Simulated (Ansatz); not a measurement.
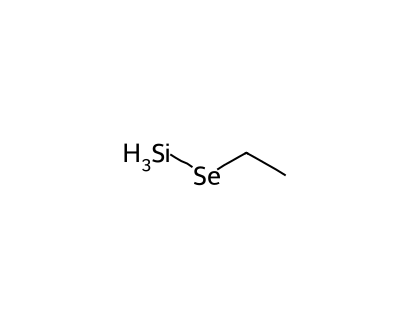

Source: calculation with Ansatz.

Transcribe the drawing into SMILES.

Answer. CC[Se][SiH3]

What is the molecular formula?

Answer. C2H8SeSi.

An optimisation with PBE0-D4/def2-TZVP gave a structure of which point group?

Answer. Cs. Other conformers may differ.
